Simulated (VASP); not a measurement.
## Lattice of Ta across functionals and dispersion corrections

How close do the usual functionals, with and without dispersion, come to the cell of Ta? The levels: PBE, LDA, r2SCAN and PBE + D3(BJ). The start is a cell from a database of measured crystal structures.

Method: PBE; plane waves and PAW (Ta_pv), in the first sound run; inputs show where later runs differ, in VASP 6.6.1.

### Step 1. Set-up

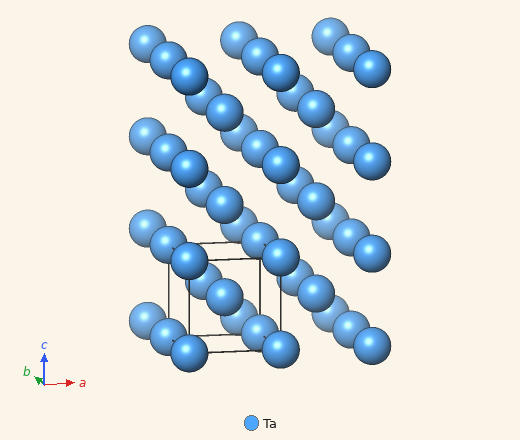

The starting structure, seen slightly off an axis (tantalum blue). 2×2×3 cells are drawn. This picture shows the conventional cell, with its axes. Some periodic images of atoms are drawn too.

Structure file:

```xyz
1
Lattice="-1.6513 1.6513 1.6513 1.6513 -1.6513 1.6513 1.6513 1.6513 -1.6513" Properties=species:S:1:pos:R:3 pbc="T T T"
Ta    0.0000    0.0000    0.0000
```

### Step 2. Relaxation with PBE

The start need not lie at this functional's minimum. ISIF = 3 frees volume, shape and positions, and EDIFFG sets the threshold on forces and stress at which the search stops. PBE, the usual starting point, adds the gradient of the density.

INCAR

```
SYSTEM = Ta
PREC = Accurate
ENCUT = 520
EDIFF = 1E-06
NELM = 100
ISMEAR = -1
SIGMA = 0.05
LREAL = .FALSE.
ALGO = Normal
GGA = PE
NBANDS = 11
LASPH = .TRUE.
LORBIT = 11
LWAVE = .FALSE.
LCHARG = .FALSE.
KPAR = 2
IBRION = 2
NSW = 60
ISIF = 3
EDIFFG = -0.01
```

POSCAR

```
Ta
1.0
   -1.6512800000      1.6512800000      1.6512800000
    1.6512800000     -1.6512800000      1.6512800000
    1.6512800000      1.6512800000     -1.6512800000
Ta
1
Direct
    0.0000000000      0.0000000000      0.0000000000
```

KPOINTS

```
Automatic mesh
0
Gamma
9 9 9
0 0 0
```

PAW data sets: Ta_pv (PBE family, release 64).

Launch:

```bash
$ mpirun -np 2 vasp_std
```

Log:

```text
[banner, memory and clock lines left out]
running    2 mpi-ranks, on    1 nodes
 distrk:  each k-point on    1 cores,    2 groups
 distr:  one band on    1 cores,    1 groups

 POSCAR found type information on POSCAR Ta
 POSCAR found :  1 types and       1 ions
 LDA part: xc-table for (Slater+PW92), standard interpolation
 POSCAR, INCAR and KPOINTS ok, starting setup
 FFT: planning ... GRIDC
 FFT: planning ... GRID_SOFT
 FFT: planning ... GRID
 WAVECAR not read
 entering main loop
       N       E                     dE             d eps       ncg     rms          rms(c)
DAV:   1     0.548913826345E+02    0.54891E+02   -0.62335E+03   770   0.958E+02
DAV:   2    -0.113130958497E+02   -0.66204E+02   -0.64762E+02   887   0.250E+02
DAV:   3    -0.122668836516E+02   -0.95379E+00   -0.94470E+00   904   0.271E+01
DAV:   4    -0.122705849394E+02   -0.37013E-02   -0.37005E-02   860   0.178E+00
DAV:   5    -0.122706061202E+02   -0.21181E-04   -0.21181E-04   907   0.121E-01    0.134E+01
DAV:   6    -0.119042180699E+02    0.36639E+00   -0.31714E-01   851   0.641E+00    0.653E+00
DAV:   7    -0.117990873465E+02    0.10513E+00   -0.26377E-01   872   0.549E+00    0.447E-01
DAV:   8    -0.117985051730E+02    0.58217E-03   -0.10312E-02   898   0.822E-01    0.230E-01
DAV:   9    -0.117985186040E+02   -0.13431E-04   -0.12011E-04   903   0.112E-01    0.254E-02
DAV:  10    -0.117985125017E+02    0.61024E-05   -0.79146E-06   885   0.328E-02    0.105E-02
DAV:  11    -0.117985121172E+02    0.38446E-06   -0.15618E-06   773   0.138E-02
   1 F= -.11798512E+02 E0= -.11789211E+02  d E =-.117985E+02
 curvature:   0.00 expect dE= 0.000E+00 dE for cont linesearch  0.000E+00
 trial: gam= 0.00000 g(F)=  0.141E-62 g(S)=  0.202E-01 ort = 0.000E+00 (trialstep = 0.100E+01)
 search vector abs. value=  0.202E-01
 bond charge predicted
       N       E                     dE             d eps       ncg     rms          rms(c)
DAV:   1    -0.119704413031E+02   -0.17193E+00   -0.55599E+00   803   0.299E+01    0.370E+00
DAV:   2    -0.118159956829E+02    0.15445E+00   -0.19474E-01   803   0.479E+00    0.121E+00
DAV:   3    -0.117883599804E+02    0.27636E-01   -0.74468E-02   854   0.293E+00    0.394E-01
DAV:   4    -0.117889548291E+02   -0.59485E-03   -0.13779E-03   959   0.392E-01    0.495E-02
DAV:   5    -0.117889616769E+02   -0.68478E-05   -0.22523E-05   866   0.450E-02    0.270E-02
DAV:   6    -0.117889624089E+02   -0.73201E-06   -0.53016E-07   656   0.829E-03
   2 F= -.11788962E+02 E0= -.11779762E+02  d E =0.954971E-02
 trial-energy change:    0.009550  1 .order    0.009347   -0.020227    0.038922
 step:   0.3374(harm=  0.3420)  dis= 0.00000  next Energy=   -11.801917 (dE=-0.340E-02)
 bond charge predicted
       N       E                     dE             d eps       ncg     rms          rms(c)
DAV:   1    -0.118805008316E+02   -0.91539E-01   -0.23152E+00   800   0.189E+01    0.247E+00
DAV:   2    -0.118146988385E+02    0.65802E-01   -0.74896E-02   797   0.313E+00    0.826E-01
DAV:   3    -0.118015883859E+02    0.13110E-01   -0.34738E-02   848   0.206E+00    0.303E-01
DAV:   4    -0.118018644091E+02   -0.27602E-03   -0.54023E-04   954   0.243E-01    0.359E-02
DAV:   5    -0.118018621845E+02    0.22246E-05   -0.47197E-05   869   0.763E-02    0.181E-02
DAV:   6    -0.118018621353E+02    0.49213E-07   -0.11005E-06   663   0.125E-02
   3 F= -.11801862E+02 E0= -.11792346E+02  d E =-.335002E-02
 curvature:  -0.17 expect dE=-0.280E-06 dE for cont linesearch -0.280E-06
 trial: gam= 0.00000 g(F)=  0.147E-63 g(S)=  0.164E-05 ort =-0.182E-03 (trialstep = 0.867E+00)
 search vector abs. value=  0.164E-05
 reached required accuracy - stopping structural energy minimisation
```

Elapsed: 5.8 s, on 2 MPI ranks of Intel Xeon 6975P-C (Granite Rapids), shared host; peak memory 0.27 GiB.

The logs omit lines about the potential files and the build; timing stands in the text.

Parts of OUTCAR (step 2):

```text
ion  position               nearest neighbor table
   1  0.000  0.000  0.000-

  LATTYP: Found a body centered cubic cell.
 ALAT       =     3.3025600000

 Subroutine GETGRP returns: Found 48 space group operations
 (whereof 48 operations were pure point group operations)

The static configuration has the point symmetry O_h .

 Found     35 irreducible k-points:

   k-points           NKPTS =     35   k-points in BZ     NKDIM =     35   number of bands    NBANDS=     11

   dimension x,y,z NGX =    24 NGY =   24 NGZ =   24
   dimension x,y,z NGXF=    48 NGYF=   48 NGZF=   48

   ENCUT  =  520.0 eV  38.22 Ry    6.18 a.u.   5.32  5.32  5.32*2*pi/ulx,y,z

   NELECT =      11.0000    total number of electrons

 k-points in reciprocal lattice and weights: Automatic mesh
   0.00000000  0.00000000  0.00000000       0.001
   0.11111111  0.00000000  0.00000000       0.016
   0.22222222  0.00000000  0.00000000       0.016
   0.33333333  0.00000000  0.00000000       0.016
   0.44444444  0.00000000  0.00000000       0.016
   0.11111111  0.11111111  0.00000000       0.033
   0.22222222  0.11111111 -0.00000000       0.066
   0.33333333  0.11111111  0.00000000       0.066
   0.44444444  0.11111111 -0.00000000       0.033
[...]
-0.44444444 -0.44444444  0.33333333       0.011
  -0.44444444  0.44444444  0.44444444       0.008

 average (electrostatic) potential at core
       1 -36.6478

 E-fermi :   5.3971

 k-point     1 :       0.0000    0.0000    0.0000
  band No.  band energies     occupation
      1     -27.8059      2.00000
      2     -27.8059      2.00000
      3     -27.8059      2.00000
      4      -2.5060      2.00000
      5       6.0728      0.00000
      6       6.0728      0.00000
      7       6.0728      0.00000
      8       9.2825      0.00000
      9       9.2825      0.00000
    ...

 k-point     2 :       0.1111    0.0000    0.0000
  band No.  band energies     occupation
      1     -27.9452      2.00000
      2     -27.8491      2.00000
      3     -27.8066      2.00000
      4      -1.9780      2.00000
      5       5.7415      0.00203
      6       5.9433      0.00004
      7       6.5971      0.00000
      8       8.8340      0.00000
      9       9.2907      0.00000
    ...

 k-point     3 :       0.2222    0.0000    0.0000
  band No.  band energies     occupation
    ...
      2     -27.9571      2.00000
      3     -27.8084      2.00000
      4      -0.6299      2.00000
      5       5.0095      1.99914
      6       5.3925      1.04528
      7       8.1034      0.00000
      8       8.6309      0.00000
      9       9.4039      0.00000
     10      19.9715      0.00000
     11      20.7331      0.00000

  Total       -0.0033620     -0.0033620     -0.0033620     -0.0000000      0.0000000     -0.0000000
  in kB       -0.2936812     -0.2936812     -0.2936812     -0.0000000      0.0000000     -0.0000000
  external PRESSURE =      -0.2936812 kB  Pullay stress =       0.0000000 kB

  energy-cutoff  :      520.00
  volume of cell :       18.34
      direct lattice vectors                 reciprocal lattice vectors
    -1.661327794  1.661327794  1.661327794     0.000000000  0.300964085  0.300964085
     1.661327794 -1.661327794  1.661327794     0.300964085  0.000000000  0.300964085
     1.661327794  1.661327794 -1.661327794     0.300964085  0.300964085  0.000000000

 POSITION                                       TOTAL-FORCE (eV/Angst)
 -----------------------------------------------------------------------------------
      0.00000      0.00000      0.00000        -0.000000      0.000000      0.000000
 -----------------------------------------------------------------------------------
    total drift:                                0.000000      0.000000      0.000000

  FREE ENERGIE OF THE ION-ELECTRON SYSTEM (eV)
  ---------------------------------------------------
  free  energy   TOTEN  =       -11.8018621353 eV

  energy  without entropy=      -11.7828291525  energy(sigma->0) =      -11.79234564

 reached required accuracy - stopping structural energy minimisation

 total charge
# of ion       s       p       d       tot
------------------------------------------
    1        0.365   6.169   2.364   8.899

[... 3 further parts left out ...]
```

CONTCAR:

```
Ta
   1.00000000000000
    -1.6613277938585358    1.6613277938585358    1.6613277938585358
     1.6613277938585358   -1.6613277938585358    1.6613277938585358
     1.6613277938585358    1.6613277938585358   -1.6613277938585358
  Ta
     1
Direct
     0.0000000000000000    0.0000000000000000    0.0000000000000000
```

This run has no spin polarisation. Its electron count is odd, so without a moment it is a metal by construction. The k-mesh is coarse for a metal. The run keeps the 48 symmetry operations of its start, so it cannot find a distortion of lower symmetry.

The steps of the relaxation:

```
step  energy less that of the first step (eV)  largest force (eV/Å)  pressure (GPa)  volume (Å³)
   1                                   0.0000                0.0000            3.33        18.01
   2                                   0.0096                0.0000           -6.07        19.00
   3                                  -0.0033                0.0000           -0.03        18.34
```

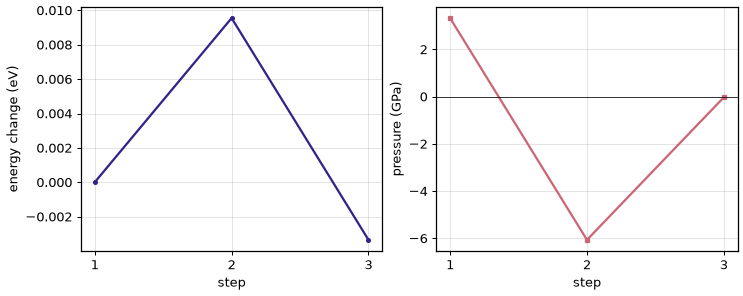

Energy and pressure along the relaxation.

```
conventional cell, symmetrised  before  after  change
                         a (Å)   3.303  3.323  +0.6 %
                         b (Å)   3.303  3.323  +0.6 %
                         c (Å)   3.303  3.323  +0.6 %
              volume (Å³/atom)   18.01  18.34  +1.8 %
```

Final coordinates:

```xyz
1
Lattice="-1.6613 1.6613 1.6613 1.6613 -1.6613 1.6613 1.6613 1.6613 -1.6613" Properties=species:S:1:pos:R:3 pbc="T T T"
Ta    0.0000    0.0000    0.0000
```

This step gave:

```yaml
electrons: 11
bands: 11
irreducible_k_points: 35
symmetry_operations: 48
free_energy_toten: -11.80 eV
energy_at_zero_smearing: -11.79 eV
fermi_energy: 5.397 eV
pressure: -0.02937 GPa
metallic: yes
scf_cycles_over_all_ionic_steps: 23
```

It ends with forces that vanish by symmetry and a pressure of -0.03 GPa. The volume lies +1.8 % from that of the database's start. The conventional cell has a = 3.323 Å.

### Step 3. Relaxation with LDA

This step: LDA; plane waves and PAW (Ta_pv) (VASP 6.6.1).

LDA, the lowest rung, knows the local density alone.

INCAR: that of step 2 with these lines changed.

```diff
@@ -9,3 +9,3 @@
 ALGO = Normal
-GGA = PE
+GGA = CA
 NBANDS = 11
```

POSCAR is that of step 2.

KPOINTS is that of step 2.

Launch:

```bash
$ mpirun -np 2 vasp_std
```

Log:

```text
[banner, memory and clock lines left out]
running    2 mpi-ranks, on    1 nodes
 distrk:  each k-point on    1 cores,    2 groups
 distr:  one band on    1 cores,    1 groups

 POSCAR found type information on POSCAR Ta
 POSCAR found :  1 types and       1 ions
|                                                                             |
|               ----> ADVICE to this user running VASP <----                  |
|                                                                             |
|     You enforced a specific xc type in the INCAR file but a different       |
|     [... a line on the potential file left out ...]
|     I HOPE YOU KNOW WHAT YOU ARE DOING!                                     |
|                                                                             |

 LDA part: xc-table for (Slater(with rela. corr.)+CA(PZ))
 , standard interpolation
 POSCAR, INCAR and KPOINTS ok, starting setup
 FFT: planning ... GRIDC
 FFT: planning ... GRID_SOFT
 FFT: planning ... GRID
 WAVECAR not read
 entering main loop
       N       E                     dE             d eps       ncg     rms          rms(c)
DAV:   1     0.539544932992E+02    0.53954E+02   -0.62163E+03   770   0.957E+02
DAV:   2    -0.124137123214E+02   -0.66368E+02   -0.64905E+02   887   0.250E+02
DAV:   3    -0.133703430564E+02   -0.95663E+00   -0.94782E+00   895   0.271E+01
DAV:   4    -0.133739561523E+02   -0.36131E-02   -0.36123E-02   866   0.176E+00
DAV:   5    -0.133739763266E+02   -0.20174E-04   -0.20174E-04   890   0.118E-01    0.140E+01
DAV:   6    -0.129359906683E+02    0.43799E+00   -0.38225E-01   872   0.676E+00    0.668E+00
DAV:   7    -0.128207790134E+02    0.11521E+00   -0.29733E-01   896   0.537E+00    0.449E-01
DAV:   8    -0.128195215267E+02    0.12575E-02   -0.12906E-02   838   0.952E-01    0.116E-01
DAV:   9    -0.128194508181E+02    0.70709E-04   -0.23672E-04   899   0.167E-01    0.160E-02
DAV:  10    -0.128194499702E+02    0.84788E-06   -0.23542E-06   887   0.176E-02
   1 F= -.12819450E+02 E0= -.12811535E+02  d E =-.128194E+02
 curvature:   0.00 expect dE= 0.000E+00 dE for cont linesearch  0.000E+00
 trial: gam= 0.00000 g(F)=  0.422E-62 g(S)=  0.131E+00 ort = 0.000E+00 (trialstep = 0.100E+01)
 search vector abs. value=  0.131E+00
 bond charge predicted
       N       E                     dE             d eps       ncg     rms          rms(c)
DAV:   1    -0.139520093205E+02   -0.11326E+01   -0.35406E+01   806   0.726E+01    0.109E+01
DAV:   2    -0.129659615510E+02    0.98605E+00   -0.10912E+00   797   0.127E+01    0.374E+00
DAV:   3    -0.127149562309E+02    0.25101E+00   -0.64570E-01   878   0.947E+00    0.150E+00
DAV:   4    -0.127203376423E+02   -0.53814E-02   -0.33212E-02   866   0.122E+00    0.117E-01
DAV:   5    -0.127204404899E+02   -0.10285E-03   -0.26523E-04   878   0.167E-01    0.493E-02
DAV:   6    -0.127204392306E+02    0.12593E-05   -0.23828E-06   796   0.164E-02    0.107E-02
DAV:   7    -0.127204390360E+02    0.19460E-06   -0.58282E-07   540   0.789E-03
   2 F= -.12720439E+02 E0= -.12715380E+02  d E =0.990109E-01
[...]
3 F= -.12840367E+02 E0= -.12834290E+02  d E =-.209166E-01
 curvature:  -0.14 expect dE=-0.463E-04 dE for cont linesearch -0.463E-04
 ZBRENT: interpolating
 opt :   0.3106  next Energy=   -12.840411 (dE=-0.210E-01)
 bond charge predicted
       N       E                     dE             d eps       ncg     rms          rms(c)
DAV:   1    -0.128406320482E+02   -0.26549E-03   -0.66665E-03   803   0.102E+00    0.136E-01
DAV:   2    -0.128404551287E+02    0.17692E-03   -0.21630E-04   794   0.165E-01    0.451E-02
DAV:   3    -0.128404155435E+02    0.39585E-04   -0.10898E-04   851   0.115E-01    0.171E-02
DAV:   4    -0.128404160877E+02   -0.54418E-06   -0.11578E-06   707   0.121E-02
   4 F= -.12840416E+02 E0= -.12834409E+02  d E =-.209661E-01
 curvature:  -0.13 expect dE=-0.105E-05 dE for cont linesearch -0.105E-05
 trial: gam=-0.00782 g(F)=  0.587E-60 g(S)=  0.812E-05 ort = 0.103E-02 (trialstep = 0.862E+00)
 search vector abs. value=  0.604E-09
 reached required accuracy - stopping structural energy minimisation
```

Elapsed: 5.4 s, on 2 MPI ranks; peak memory 0.26 GiB.

Parts of OUTCAR (step 3):

```text
The static configuration has the point symmetry O_h .

 Found     35 irreducible k-points:

   NELECT =      11.0000    total number of electrons

 E-fermi :   5.5999

 k-point     1 :       0.0000    0.0000    0.0000
  band No.  band energies     occupation
      1     -27.1213      2.00000
      2     -27.1213      2.00000
      3     -27.1213      2.00000
      4      -2.4831      2.00000
      5       6.2192      0.00001
      6       6.2192      0.00001
      7       6.2192      0.00001
      8       9.6367      0.00000
      9       9.6367      0.00000
    ...

 k-point     2 :       0.1111    0.0000    0.0000
  band No.  band energies     occupation
      1     -27.2989      2.00000
      2     -27.1753      2.00000
      3     -27.1225      2.00000
      4      -1.9095      2.00000
      5       5.8599      0.01096
      6       6.0852      0.00012
      7       6.7918      0.00000
      8       9.1454      0.00000
      9       9.6448      0.00000
    ...

  Total       -0.0074884     -0.0074884     -0.0074884     -0.0000000      0.0000000     -0.0000000
  in kB       -0.6954468     -0.6954468     -0.6954468     -0.0000000      0.0000000     -0.0000000
  external PRESSURE =      -0.6954468 kB  Pullay stress =       0.0000000 kB

  energy-cutoff  :      520.00
  volume of cell :       17.25
      direct lattice vectors                 reciprocal lattice vectors
    -1.627768254  1.627768254  1.627768254     0.000000000  0.307169033  0.307169033
     1.627768254 -1.627768254  1.627768254     0.307169033  0.000000000  0.307169033
     1.627768254  1.627768254 -1.627768254     0.307169033  0.307169033  0.000000000

 POSITION                                       TOTAL-FORCE (eV/Angst)
 -----------------------------------------------------------------------------------
      1.62777     -1.62777      1.62777         0.000000     -0.000000      0.000000
 -----------------------------------------------------------------------------------
    total drift:                                0.000000     -0.000000      0.000000

  FREE ENERGIE OF THE ION-ELECTRON SYSTEM (eV)
  ---------------------------------------------------
  free  energy   TOTEN  =       -12.8404160877 eV

  energy  without entropy=      -12.8284026280  energy(sigma->0) =      -12.83440936

 total charge
# of ion       s       p       d       tot
------------------------------------------
    1        0.370   6.166   2.506   9.042

[... 8 parts as in an earlier step ...]

[... 5 further parts left out ...]
```

CONTCAR:

```
Ta
   1.00000000000000
    -1.6277682541929070    1.6277682541929070    1.6277682541929070
     1.6277682541929070   -1.6277682541929070    1.6277682541929070
     1.6277682541929070    1.6277682541929070   -1.6277682541929070
  Ta
     1
Direct
     0.0000000000000000    1.0000000000000000    0.0000000000000000
```

The PAW data sets were made with PBE, though LDA sets exist; this is a small mismatch.

Relaxation path:

```
step  energy less that of the first step (eV)  largest force (eV/Å)  pressure (GPa)  volume (Å³)
   1                                   0.0000                0.0000           -8.45        18.01
   2                                   0.0990                0.0000           25.82        15.65
   3                                  -0.0209                0.0000           -0.45        17.28
   4                                  -0.0210                0.0000           -0.07        17.25
```

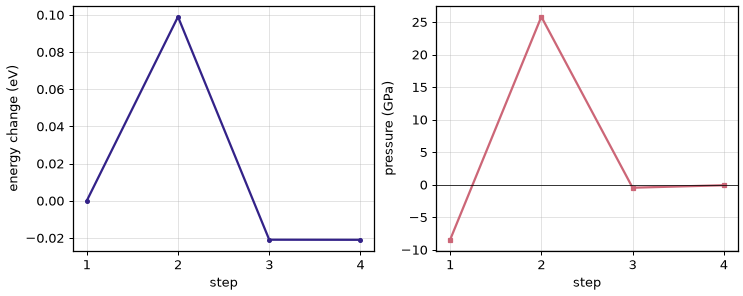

Energy and pressure along the relaxation.

```
conventional cell, symmetrised  before  after  change
                         a (Å)   3.303  3.256  -1.4 %
                         b (Å)   3.303  3.256  -1.4 %
                         c (Å)   3.303  3.256  -1.4 %
              volume (Å³/atom)   18.01  17.25  -4.2 %
```

The relaxed structure:

```
Ta
1.0
    -1.62777    1.62777    1.62777
     1.62777   -1.62777    1.62777
     1.62777    1.62777   -1.62777
Ta
1
Direct
  0.00000 0.00000 0.00000
```

This step gave:

| Item | Value |
| --- | --- |
| free energy (TOTEN) | -12.84 eV |
| energy at zero smearing | -12.83 eV |
| Fermi energy | 5.600 eV |
| pressure | -0.06954 GPa |
| SCF cycles over all ionic steps | 28 |

It ends at 17.25 Å³/atom, -4.2 % from the start, with -0.07 GPa left. The conventional cell has a = 3.256 Å.

(Continued in part 2 of 2.)

[Lines on the potential files, build, host, timing and source positions are cut from VASP's logs without a mark.]

[Logs are printed without paths, hosts, clocks, repeated set-up lines and the standing remarks that a program may print on its own settings, such as how far it seeks lower states.]

[Hosts, paths, dates, database ids (printed as entryN), source tags and the programs' standing remarks are cut or masked in the printed files.]

[A measured line is paired with the nearest computed mode of its activity, which favours agreement.]
